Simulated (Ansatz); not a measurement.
# FH6NSi2: shape, modes and thermochemistry

The task is to find a stationary geometry of FH6NSi2, check the end point by its vibrations and derive ideal-gas thermochemistry.

Method: RKS PBE0-D4/def2-TZVP; program: Ansatz 0.2.0, Gaussian basis.

The runs, in order: relaxation at PBE-D4/def2-SVP; relaxation at PBE0-D4/def2-TZVP; harmonic vibrations at the same level.

1 further run of the same task is left out (set aside as unsound or not needed).

## Step 1: Starting geometry

SMILES `N[SiH2][SiH2]F`, 10 atoms, charge 0, spin multiplicity 1.

Atoms are counted from 1 here; the program's logs count them from 0.

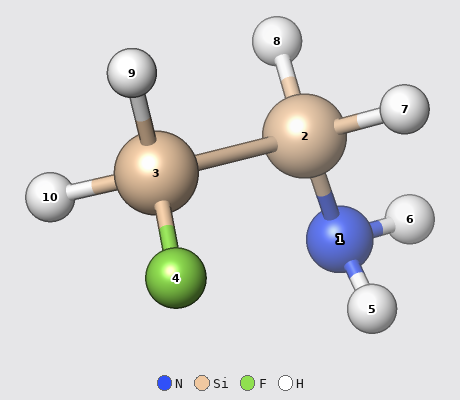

The starting geometry (nitrogen blue, silicon light orange, fluorine green, hydrogen white); atoms are numbered from 1 in the order of the file.

The start is a force-field geometry with small random shifts, so a cheaper pass at PBE-D4/def2-SVP comes first.

## Step 2: Optimising with PBE-D4/def2-SVP (cheap first pass)

in.yaml reads:

```yaml
crystal:
  periodic: [false, false, false]
  atoms:
    - {symbol: N, position_ang: [-1.142600, 0.029500, -1.417800]}
    - {symbol: Si, position_ang: [-0.503300, -0.611800, -0.026900]}
    - {symbol: Si, position_ang: [1.400600, 0.422900, 0.766500]}
    - {symbol: F, position_ang: [1.208200, 1.975700, 1.108300]}
    - {symbol: H, position_ang: [-1.510600, 1.012200, -1.245200]}
    - {symbol: H, position_ang: [-2.024200, -0.437500, -1.682300]}
    - {symbol: H, position_ang: [-1.559000, -0.553800, 0.984300]}
    - {symbol: H, position_ang: [-0.216200, -2.016900, -0.357100]}
    - {symbol: H, position_ang: [1.895800, -0.230100, 2.071600]}
    - {symbol: H, position_ang: [2.534500, 0.358700, -0.198600]}
basis:
  gaussian: {orbitals: def2-SVP}
hamiltonian: {xc: pbe, dispersion: d4}
relax: {f_tol: 0.03, max_steps: 200}
```

Started as:

```sh
$ ansatz run in.yaml --threads 2 --pin off --events-out ev --progress --plain --max-ram 4352MiB
```

Standard output (excerpt; [...] marks lines left out):

```text
Functional definition: PBE
  name "PBE"
  cite "Perdew, Burke & Ernzerhof, Phys. Rev. Lett. 77, 3865 (1996) doi:10.1103/PhysRevLett.77.3865"
  parent pbe
[...]
1060 factors; their error is unknown
[...]
mean field -20039.94602088 eV, -736.4544327040 hartree, gradient 3.7e-5 eV, S^2 0.000000; 0 other end points of the search recorded, 0 dependent functions left out
[...]
reference -20039.94605939 eV, -736.4544341191 hartree; 25, 25 occupied and 69, 69 virtual orbitals, 1060 factors
relax step   1: F+E_penalty+E_count = -20040.13919754 eV  Δ(F+E_penalty+E_count) = +0.000e0 eV  max|allowed force component| = 2.890e0 eV/Å  Δτ_max = 0.0000 Å  (26 SCF iters, accepted)
[...]
relax step   5: F+E_penalty+E_count = -20040.62373792 eV  Δ(F+E_penalty+E_count) = -6.497e-3 eV  max|allowed force component| = 1.167e-1 eV/Å  Δτ_max = 0.0703 Å  (28 SCF iters, accepted)
[...]
relax step   9: F+E_penalty+E_count = -20040.63206844 eV  Δ(F+E_penalty+E_count) = -7.213e-4 eV  max|allowed force component| = 7.887e-2 eV/Å  Δτ_max = 0.0564 Å  (27 SCF iters, accepted)
[...]
relax step  13: F+E_penalty+E_count = -20040.63463495 eV  Δ(F+E_penalty+E_count) = -1.080e-3 eV  max|allowed force component| = 9.737e-2 eV/Å  Δτ_max = 0.0250 Å  (27 SCF iters, accepted)
[...]
relax step  16: F+E_penalty+E_count = -20040.63558429 eV  Δ(F+E_penalty+E_count) = -1.185e-4 eV  max|allowed force component| = 4.205e-2 eV/Å  Δτ_max = 0.0212 Å  (27 SCF iters, accepted)
[...]
relax step  17: F+E_penalty+E_count = -20040.63564634 eV  Δ(F+E_penalty+E_count) = -6.204e-5 eV  max|allowed force component| = 2.669e-2 eV/Å  Δτ_max = 0.0128 Å  (28 SCF iters, accepted)
1060 factors; their error is unknown
mean field -20040.43737394 eV, -736.4724895961 hartree, gradient 2.1e-5 eV, S^2 0.000000; 1 other end points of the search recorded, 0 dependent functions left out
[...]
reference -20040.43741226 eV, -736.4724910043 hartree; 25, 25 occupied and 69, 69 virtual orbitals, 1060 factors
Total energy: -20040.63568466 eV, -736.4797773804 hartree
Atom 0 at    -1.141679     0.185673    -1.266851 Å, force    -0.026694     0.014642    -0.000064 eV/Å
Atom 1 at    -0.559488    -0.802951     0.055093 Å, force    -0.002229     0.003686    -0.001202 eV/Å
Atom 2 at     1.361291     0.381435     0.728015 Å, force     0.005802    -0.001231     0.000274 eV/Å
Atom 3 at     0.932705     1.974370     0.581616 Å, force    -0.000258    -0.002836     0.000363 eV/Å
Atom 4 at    -1.134878     1.197203    -1.099489 Å, force     0.002308    -0.021217    -0.006270 eV/Å
Atom 5 at    -2.000649    -0.081602    -1.757191 Å, force     0.023853     0.005416     0.009517 eV/Å
Atom 6 at    -1.484121    -1.004549     1.241313 Å, force    -0.000827    -0.002026    -0.000745 eV/Å
Atom 7 at    -0.218607    -2.178859    -0.456050 Å, force     0.000552     0.000881     0.000394 eV/Å
Atom 8 at     1.787193     0.137859     2.152014 Å, force    -0.001778     0.001523    -0.004707 eV/Å
Atom 9 at     2.541434     0.140321    -0.175670 Å, force    -0.000728     0.001163     0.002440 eV/Å
Dipole moment:    -0.217426    -0.125824    -0.078668 e Å
```

It took 28 s on 2 threads of Arm Neoverse V1, shared host.

Along the way:

| step | energy from step 1 (eV) | largest force component (eV/Å) |
| --- | --- | --- |
| 1 | 0.0000 | 2.8898 |
| 2 | -0.3927 | 1.2988 |
| 3 | -0.4557 | 0.4443 |
| 4 | -0.4780 | 0.2277 |
| 5 | -0.4845 | 0.1167 |
| 6 | -0.4892 | 0.0603 |
| 7 | -0.4911 | 0.0587 |
| 8 | -0.4921 | 0.0462 |
| 9 | -0.4929 | 0.0789 |
| 10 | -0.4938 | 0.0987 |
| 11 | -0.4944 | 0.1491 |
| 12 | -0.4943 | 0.1693 |
| 13 | -0.4954 | 0.0974 |
| 14 | -0.4959 | 0.0547 |
| 15 | -0.4963 | 0.0472 |
| 16 | -0.4964 | 0.0421 |
| 17 | -0.4964 | 0.0267 |

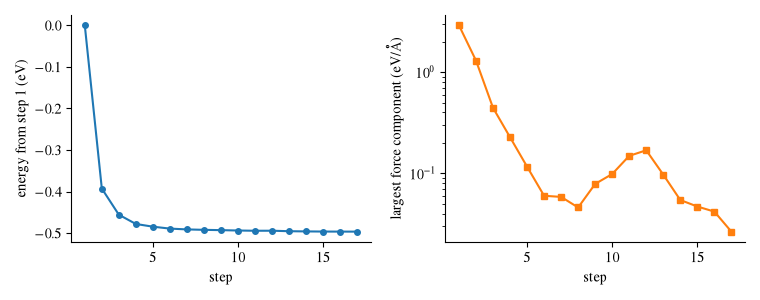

Energy and force, step by step.

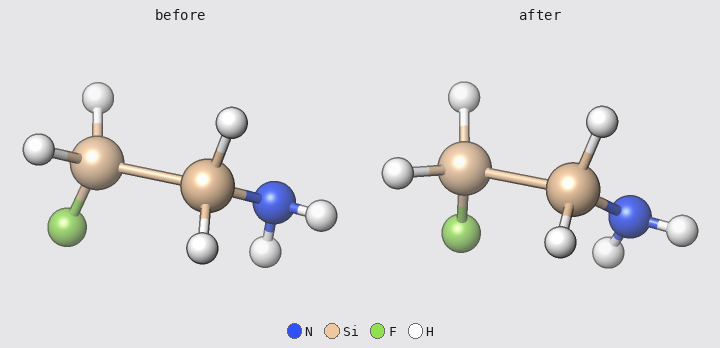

Before and after, at one scale.

Distances of close pairs at the start and the end, largest changes first:

| bond | before (Å) | after (Å) | change (Å) |
| --- | --- | --- | --- |
| N1–Si2 | 1.660 | 1.750 | +0.091 |
| Si3–F4 | 1.602 | 1.656 | +0.054 |
| Si2–H7 | 1.463 | 1.517 | +0.054 |
| Si2–Si3 | 2.308 | 2.355 | +0.047 |
| N1–H5 | 1.063 | 1.025 | -0.038 |
| Si2–H8 | 1.472 | 1.507 | +0.035 |
| Si3–H9 | 1.541 | 1.506 | -0.035 |
| Si3–H10 | 1.490 | 1.506 | +0.015 |

## Step 3: Geometry optimisation, PBE0-D4/def2-TZVP

in.yaml reads:

```yaml
crystal:
  periodic: [false, false, false]
  atoms:
    - {symbol: N, position_ang: [-1.141679, 0.185673, -1.266851]}
    - {symbol: Si, position_ang: [-0.559488, -0.802951, 0.055093]}
    - {symbol: Si, position_ang: [1.361291, 0.381435, 0.728015]}
    - {symbol: F, position_ang: [0.932705, 1.974370, 0.581616]}
    - {symbol: H, position_ang: [-1.134878, 1.197203, -1.099489]}
    - {symbol: H, position_ang: [-2.000649, -0.081602, -1.757191]}
    - {symbol: H, position_ang: [-1.484121, -1.004549, 1.241313]}
    - {symbol: H, position_ang: [-0.218607, -2.178859, -0.456050]}
    - {symbol: H, position_ang: [1.787193, 0.137859, 2.152014]}
    - {symbol: H, position_ang: [2.541434, 0.140321, -0.175670]}
basis:
  gaussian: {orbitals: def2-TZVP}
hamiltonian: {xc: pbe0, dispersion: d4}
relax: {f_tol: 0.005, max_steps: 150}
```

Launched as before.

Standard output (excerpt; [...] marks lines left out):

```text
Functional definition: PBE0
  name "PBE0"
  cite "Adamo & Barone, J. Chem. Phys. 110, 6158 (1999) doi:10.1063/1.478522"
  cite "Perdew, Burke & Ernzerhof, Phys. Rev. Lett. 77, 3865 (1996) doi:10.1103/PhysRevLett.77.3865"
  parent pbe
[...]
1111 factors; their error is unknown
[...]
mean field -20053.26113035 eV, -736.9437539519 hartree, gradient 1.4e-5 eV, S^2 0.000000; 0 other end points of the search recorded, 0 dependent functions left out
[...]
reference -20053.26116337 eV, -736.9437551654 hartree; 25, 25 occupied and 147, 147 virtual orbitals, 1111 factors
relax step   1: F+E_penalty+E_count = -20053.42935049 eV  Δ(F+E_penalty+E_count) = +0.000e0 eV  max|allowed force component| = 1.095e0 eV/Å  Δτ_max = 0.0000 Å  (27 SCF iters, accepted)
[...]
Atom 0 at    -1.188812     0.128236    -1.309938 Å, force     0.004565    -0.001396     0.003292 eV/Å
Atom 1 at    -0.574815    -0.698136     0.070851 Å, force    -0.000643    -0.000203    -0.000873 eV/Å
Atom 2 at     1.383205     0.401840     0.747712 Å, force     0.001240    -0.000874     0.000225 eV/Å
Atom 3 at     1.056912     1.970612     0.928074 Å, force    -0.000245    -0.000105     0.000042 eV/Å
Atom 4 at    -1.273924     1.131927    -1.284558 Å, force    -0.002871     0.000601    -0.001938 eV/Å
Atom 5 at    -1.934958    -0.279371    -1.850802 Å, force    -0.001435     0.000979    -0.000778 eV/Å
Atom 6 at    -1.503468    -0.799884     1.239777 Å, force     0.000283    -0.000190    -0.000157 eV/Å
Atom 7 at    -0.239871    -2.093627    -0.326958 Å, force    -0.000490     0.000652     0.000106 eV/Å
Atom 8 at     1.889960    -0.106468     2.050932 Å, force    -0.000067     0.000592    -0.000264 eV/Å
Atom 9 at     2.468971     0.293770    -0.262288 Å, force    -0.000337    -0.000056     0.000345 eV/Å
Dipole moment:    -0.240277    -0.141805    -0.169949 e Å
```

Wall time 70 s (2 threads of Arm Neoverse V1, shared host); peak memory 0.39 GiB.

Relaxation path: (the energy doesn't fall at every step)

| step | energy from step 1 (eV) | largest force component (eV/Å) |
| --- | --- | --- |
| 1 | 0.0000 | 1.0952 |
| 2 | -0.0468 | 0.8603 |
| 3 | -0.0629 | 0.4419 |
| 4 | -0.0676 | 0.2665 |
| 5 | -0.0702 | 0.0765 |
| 6 | -0.0709 | 0.0596 |
| 7 | -0.0698 | 0.0967 |
| 8 | -0.0716 | 0.0185 |
| 9 | -0.0724 | 0.0753 |
| 10 | -0.0727 | 0.0322 |
| 11 | -0.0730 | 0.0208 |
| 12 | -0.0731 | 0.0142 |
| 13 | -0.0732 | 0.0106 |
| 14 | -0.0732 | 0.0079 |
| 15 | -0.0732 | 0.0097 |
| 16 | -0.0732 | 0.0046 |

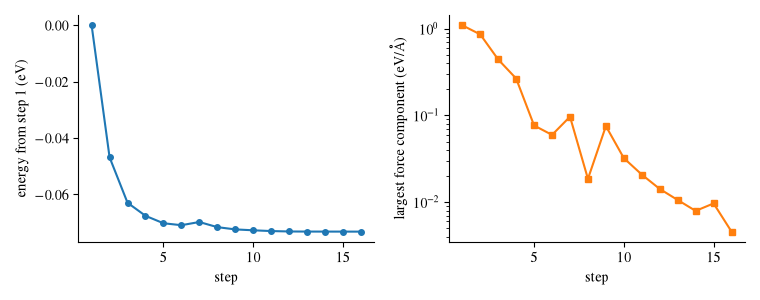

Energy and force, step by step.

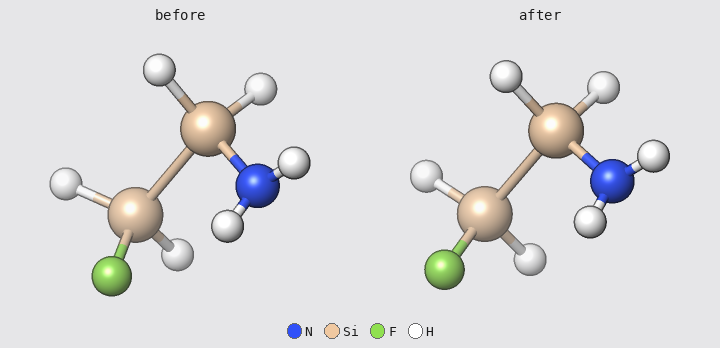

Before and after, at one scale.

Distances of close pairs at the start and the end, largest changes first:

| bond | before (Å) | after (Å) | change (Å) |
| --- | --- | --- | --- |
| Si3–F4 | 1.656 | 1.612 | -0.044 |
| N1–Si2 | 1.750 | 1.722 | -0.028 |
| Si2–H7 | 1.517 | 1.496 | -0.021 |
| Si3–H10 | 1.506 | 1.487 | -0.019 |
| Si3–H9 | 1.506 | 1.488 | -0.018 |
| N1–H5 | 1.025 | 1.008 | -0.018 |
| Si2–H8 | 1.507 | 1.489 | -0.018 |
| N1–H6 | 1.025 | 1.008 | -0.017 |

Mulliken charges at the end point, from the run's report:

| atom | value (e) |
| --- | --- |
| N1 | -0.63 |
| Si2 | 0.22 |
| Si3 | 0.39 |
| F4 | -0.33 |
| H5 | 0.25 |
| H6 | 0.24 |
| H7 | -0.04 |
| H8 | -0.03 |
| H9 | -0.04 |
| H10 | -0.03 |

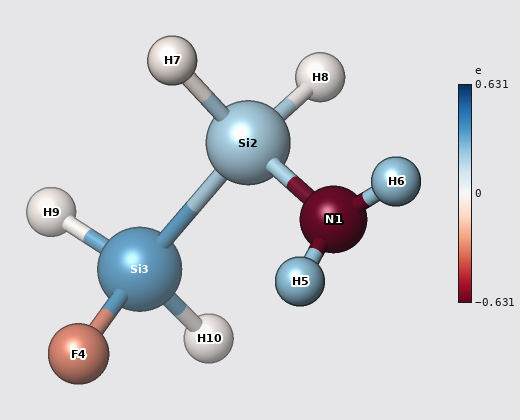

Mulliken charges at the end point, from the run's report, as colours on the atoms.

## Step 4: Force constants and modes

in.yaml reads:

```yaml
crystal:
  periodic: [false, false, false]
  atoms:
    - {symbol: N, position_ang: [-1.188812, 0.128236, -1.309938]}
    - {symbol: Si, position_ang: [-0.574815, -0.698136, 0.070851]}
    - {symbol: Si, position_ang: [1.383205, 0.401840, 0.747712]}
    - {symbol: F, position_ang: [1.056912, 1.970612, 0.928074]}
    - {symbol: H, position_ang: [-1.273924, 1.131927, -1.284558]}
    - {symbol: H, position_ang: [-1.934958, -0.279371, -1.850802]}
    - {symbol: H, position_ang: [-1.503468, -0.799884, 1.239777]}
    - {symbol: H, position_ang: [-0.239871, -2.093627, -0.326958]}
    - {symbol: H, position_ang: [1.889960, -0.106468, 2.050932]}
    - {symbol: H, position_ang: [2.468971, 0.293770, -0.262288]}
basis:
  gaussian: {orbitals: def2-TZVP}
hamiltonian: {xc: pbe0, dispersion: d4}
phonons: {temperatures: {t_min: 298.15, t_max: 900, t_step: 200}}
```

The command is unchanged.

Standard output (excerpt; [...] marks lines left out):

```text
Functional definition: PBE0
  name "PBE0"
  cite "Adamo & Barone, J. Chem. Phys. 110, 6158 (1999) doi:10.1063/1.478522"
  cite "Perdew, Burke & Ernzerhof, Phys. Rev. Lett. 77, 3865 (1996) doi:10.1103/PhysRevLett.77.3865"
  parent pbe
[...]
1111 factors; their error is unknown
[...]
mean field -20053.33676176 eV, -736.9465333548 hartree, gradient 1.6e-5 eV, S^2 0.000000; 0 other end points of the search recorded, 0 dependent functions left out
[...]
reference -20053.33679508 eV, -736.9465345792 hartree; 25, 25 occupied and 147, 147 virtual orbitals, 1111 factors
[...]
1111 factors; their error is unknown
mean field -20053.33664809 eV, -736.9465291777 hartree, gradient 6.0e-7 eV, S^2 0.000000; 0 other end points of the search recorded, 0 dependent functions left out
[...]
reference -20053.33668142 eV, -736.9465304022 hartree; 25, 25 occupied and 147, 147 virtual orbitals, 1111 factors
[...]
Atom 2 at     1.383205     0.401840     0.747712 Å, force     0.001186    -0.000866     0.000213 eV/Å
Atom 3 at     1.056912     1.970612     0.928074 Å, force    -0.000220    -0.000128     0.000047 eV/Å
Atom 4 at    -1.273924     1.131927    -1.284558 Å, force    -0.002874     0.000595    -0.001948 eV/Å
Atom 5 at    -1.934958    -0.279371    -1.850802 Å, force    -0.001439     0.000970    -0.000788 eV/Å
Atom 6 at    -1.503468    -0.799884     1.239777 Å, force     0.000283    -0.000188    -0.000154 eV/Å
Atom 7 at    -0.239871    -2.093627    -0.326958 Å, force    -0.000495     0.000666     0.000114 eV/Å
Atom 8 at     1.889960    -0.106468     2.050932 Å, force    -0.000062     0.000590    -0.000248 eV/Å
Atom 9 at     2.468971     0.293770    -0.262288 Å, force    -0.000336    -0.000051     0.000344 eV/Å
Dipole moment:    -0.240277    -0.141804    -0.169949 e Å
Vibrations: 41.08 116.94 192.66 206.91 398.13 406.85 437.67 564.00 681.97 729.00 788.12 841.52 849.07 877.02 924.27 954.46 964.54 1585.38 2161.23 2206.89 2218.20 2225.16 3596.95 3689.34 cm⁻¹, zero-point energy 1.714539 eV
```

Wall time 2.7 min (2 threads of Arm Neoverse V1, shared host); peak memory 0.38 GiB.

Motions are named by where the mode's potential energy lies. The modes, unscaled (a negative number is an imaginary wavenumber):

| mode | cm⁻¹ | motion |
| --- | --- | --- |
| 1 | 41 | torsion |
| 2 | 117 | bend with torsion |
| 3 | 193 | torsion |
| 4 | 207 | bend |
| 5 | 398 | torsion |
| 6 | 407 | Si–Si stretch |
| 7 | 438 | bend with torsion |
| 8 | 564 | bend with torsion |
| 9 | 682 | bend with torsion |
| 10 | 729 | bend with torsion |
| 11 | 788 | bend with torsion |
| 12 | 842 | Si–F stretch |
| 13 | 849 | Si–N stretch with bend |
| 14 | 877 | bend with Si–N stretch |
| 15 | 924 | bend with torsion |
| 16 | 954 | bend with torsion |
| 17 | 965 | bend with torsion |
| 18 | 1585 | bend |
| 19 | 2161 | Si–H stretch |
| 20 | 2207 | Si–H stretch |
| 21 | 2218 | Si–H stretch |
| 22 | 2225 | Si–H stretch |
| 23 | 3597 | N–H stretch |
| 24 | 3689 | N–H stretch |

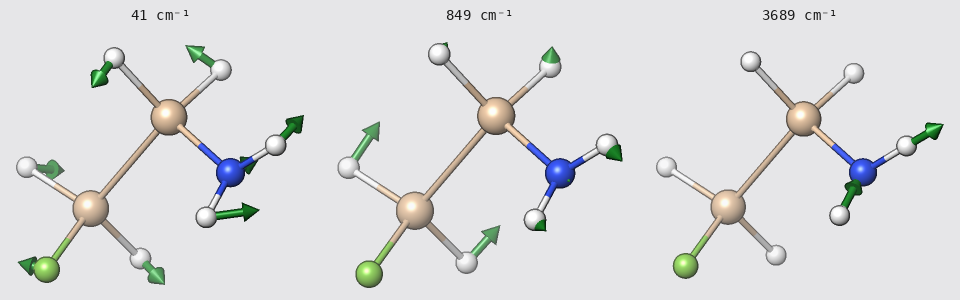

Displacements of 3 modes, as arrows.

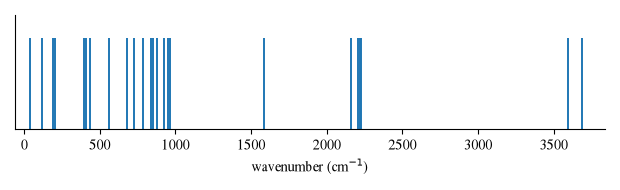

The harmonic wavenumbers as sticks (no intensities were computed).

From these modes and the moments of inertia (298.15 K, 1 bar, symmetry number 1):

| term | value |
| --- | --- |
| zero-point energy | 165.4 kJ/mol |
| H(298) − E | 186.9 kJ/mol |
| entropy, translation | 165.7 J/(mol K) |
| entropy, rotation | 111.3 J/(mol K) |
| entropy, vibration | 73.5 J/(mol K) |
| entropy, total | 350.4 J/(mol K) |

## Step 5: Results

| quantity | value |
| --- | --- |
| point group | C1 |
| steps | 17 + 16 |
| shift from the start (rms) | 0.200 Å |
| total energy | -20053.5026 eV |
| dispersion term | -166 meV |
| dipole moment | 1.57 D |
| lowest, highest wavenumber | 41, 3689 cm⁻¹ |
| zero-point energy | 165.4 kJ/mol |
| entropy at 298.15 K | 350.4 J/(mol K) |

In words: The relaxed geometry lies 0.20 Å (rms) from the start; the bond that changed most is N1–Si2, from 1.660 to 1.722 Å. No mode is imaginary: a true minimum at this level. The stiffest mode, 3689 cm⁻¹, is an N–H stretch, and 3 modes under 200 cm⁻¹ make the vibrational entropy uncertain. Harmonic hybrid wavenumbers usually lie a few per cent above measured fundamentals. The largest Mulliken charge, -0.63 e, sits on N1.
